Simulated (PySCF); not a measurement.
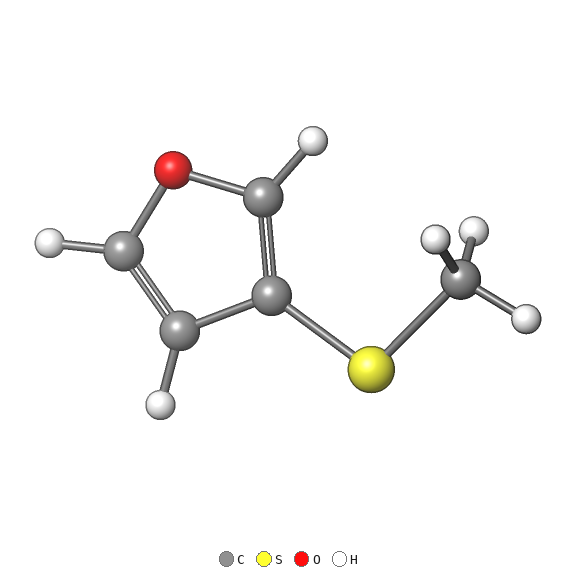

The picture shows a molecular structure as a ball-and-stick model.

The geometry was computed by an optimisation with GFN2-xTB. No frequency run is at hand to confirm it as a minimum.

Which formula does it have?

Answer. C₅H₆OS, 13 atoms: 5 carbon, 6 hydrogen, 1 oxygen and 1 sulfur.

Which point group does it belong to?

Answer. Cs.

Write the SMILES.

Answer. CSc1ccoc1

The parts below concern this one geometry. Atoms keep their numbers from picture to picture.

Geometry

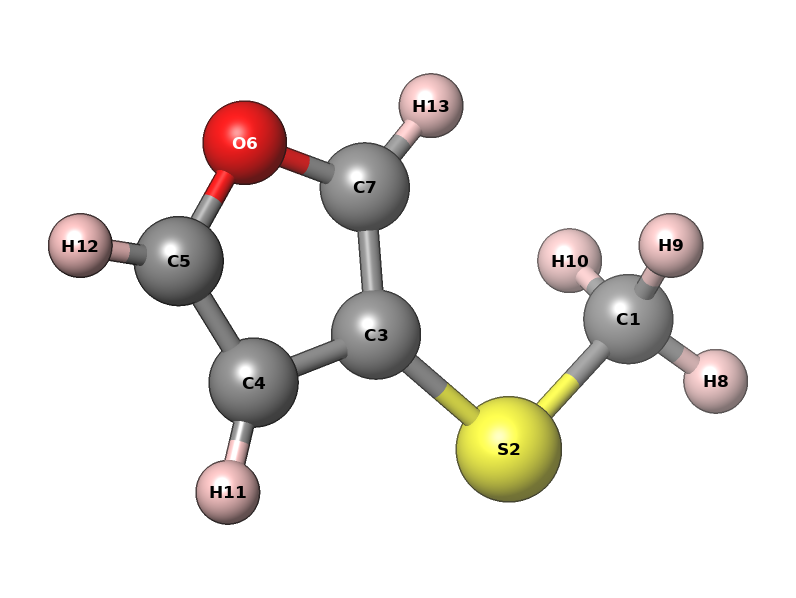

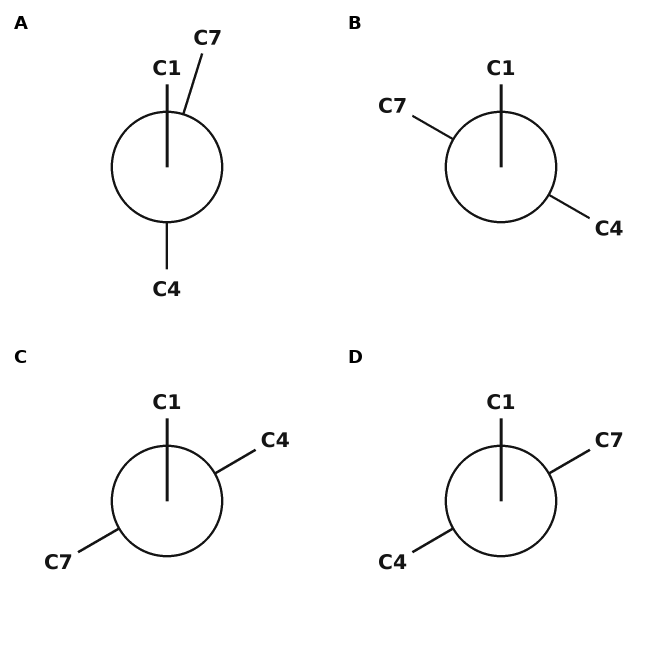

Atoms fade into the background with distance from the viewer. Bonds that would overlap in a projection are set slightly apart. No frequency run is at hand to confirm it as a minimum.

Which Newman projection shows the view along S2–C3, with S2 in front?

Answer. A. The torsion angle C1–S2–C3–C4 is 180°, antiperiplanar (anti).

Electronic properties

No frequency run is at hand to confirm it as a minimum. Method: PBE0/pcSseg-1, gas phase (PySCF 2.14.0).

Estimate the HOMO–LUMO gap.

Answer. 6.30 eV.

Give the dipole moment at this level.

Answer. 0.93 D.

What is the HOMO energy (Kohn–Sham orbital)?

Answer. −6.02 eV.

NMR shielding

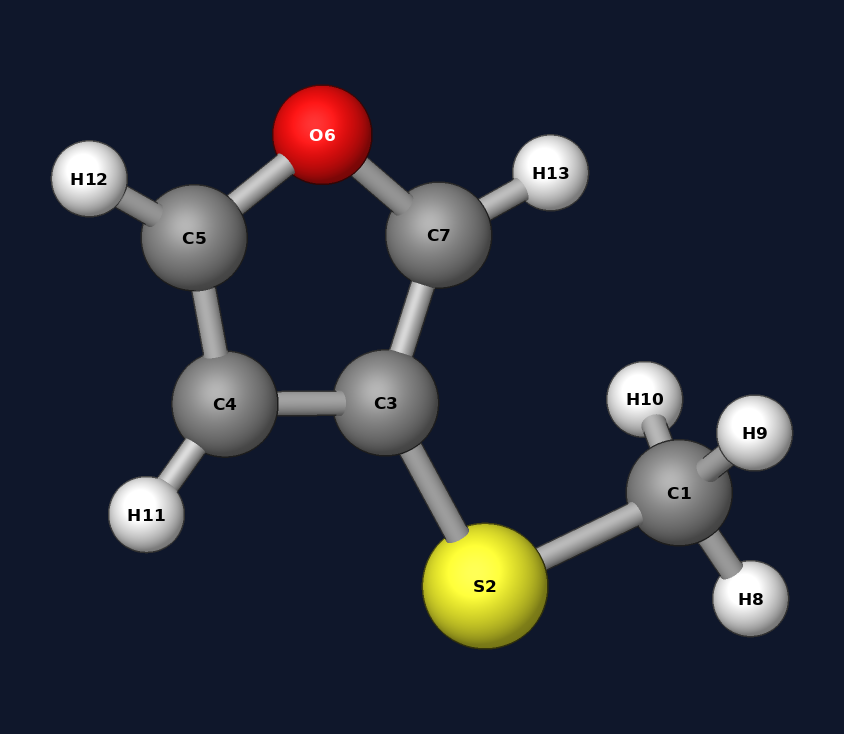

No frequency run is at hand to confirm it as a minimum. Level of theory: GIAO PBE0/pcSseg-1 NMR shielding, non-relativistic, gas phase (PySCF 2.14.0). Principal shieldings σ11 ≤ σ22 ≤ σ33, span Ω = σ33 − σ11, skew κ = 3(σiso − σ22)/Ω.

Give the shielding tensors of the O atoms.

```csv
atom,σ11,σ22,σ33,σiso,Ω,κ
O6,−110.8,−38.4,262.9,37.9,373.7,0.61
```

Shieldings and span in ppm.

Bond orders

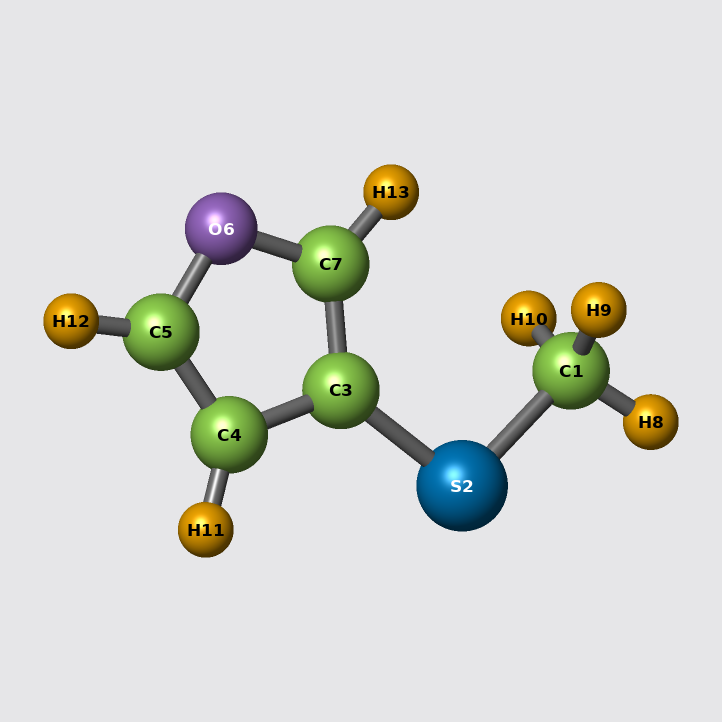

Every bond is drawn as one stick. No frequency run is at hand to confirm it as a minimum. Method: PBE0/pcSseg-1 (PySCF 2.14.0).

Which bond has the highest Mayer bond order?

Answer. C4–C5, 1.61, at a length of 1.358 Å.

List the Mayer bond orders of C1–S2, C1–H8, C1–H9, S2–C3, C3–C4, C3–C7, C4–C5, C4–H11, C5–O6, C5–H12, O6–C7, C7–H13 (one bond of each equivalent set).

```csv
bond,Mayer order,length (Å)
C1–S2,1.01,1.815
C1–H8,0.96,1.085
C1–H9,0.94,1.086
S2–C3,1.02,1.750
C3–C4,1.23,1.423
C3–C7,1.53,1.366
C4–C5,1.61,1.358
C4–H11,1.00,1.069
C5–O6,1.09,1.342
C5–H12,0.98,1.072
O6–C7,1.05,1.348
C7–H13,1.00,1.071
```
